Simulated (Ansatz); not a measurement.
```xyz
4

Al    0.0000    0.0000   -2.3677
B     0.0000    0.0000    0.7504
N     0.0000    0.0000   -0.5300
N     0.0000    0.0000    2.1473
```

Geometry: PBE0-D3(BJ)/pcseg-1.

Method: isolated molecule in a Gaussian basis; Kohn-Sham density functional theory, functional PBE0 (Ansatz 0.2.0).

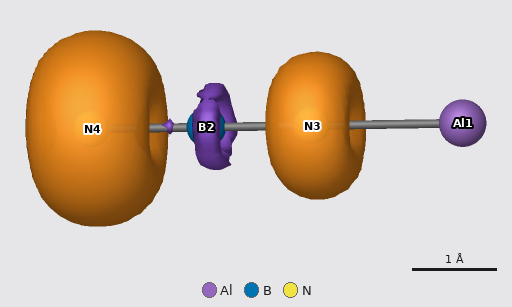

AlBN$_{2}$ (triplet). Isosurfaces of the spin density (α minus β) at +0.06 (orange) and −0.06 e/Å³ (purple), seen from one side.

**Where is the unpaired spin?**

The unpaired spin (2 electrons) lies mostly on N4 (about 1.5) and N3 (about 0.4), in electrons by Hirshfeld's partition.
